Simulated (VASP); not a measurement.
Band structure of TiTe (relaxed from the rock salt structure, space group Fm-3m). Calculation: PBEsol GGA, VASP's PBE PAW potentials (set 64) (plane waves; VASP).

Unless said otherwise, spin-orbit coupling is left out, though it shifts the bands of the heavy elements here.

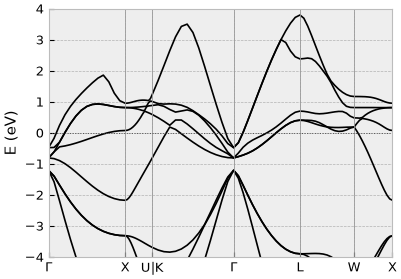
Fig. 1. Bands along high-symmetry lines, zero at the valence-band maximum or, without a gap, the Fermi level

Q: Read the plot: is there a gap, and where are the band edges?

A: It has no gap at this level: it comes out as a metal or semimetal. (Edges off the drawn lines would not show.)

The structure was generated: TiTe was put into the rock salt type (Fm-3m), which need not be its known phase. It was relaxed first, which changed the volume by -36 %. VASP warned that the highest band is occupied, so more bands are needed.
